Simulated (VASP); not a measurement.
Band structure of SrTe (rock salt). Calculation: rev-vdW-DF2, VASP's PBE PAW potentials (set 64) (plane waves; VASP 6.6.1).

Unless said otherwise, spin-orbit coupling is left out, though it shifts the bands of the heavy elements here.

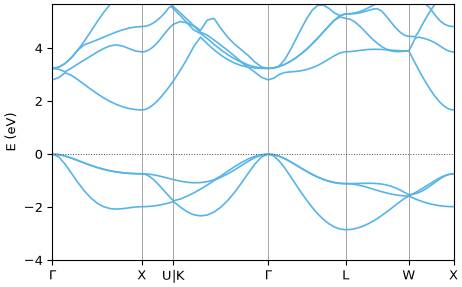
Figure: Bands along high-symmetry lines, zero at the valence-band maximum or, without a gap, the Fermi level

Task: Read the plot: is there a gap, and where are the band edges?

Result: The gap is indirect, 1.67 eV, from the valence maximum at Γ to the conduction minimum at X. (Edges off the drawn lines would not show.)

The compound is SrTe in the rock salt structure. The cell was not relaxed at this level.
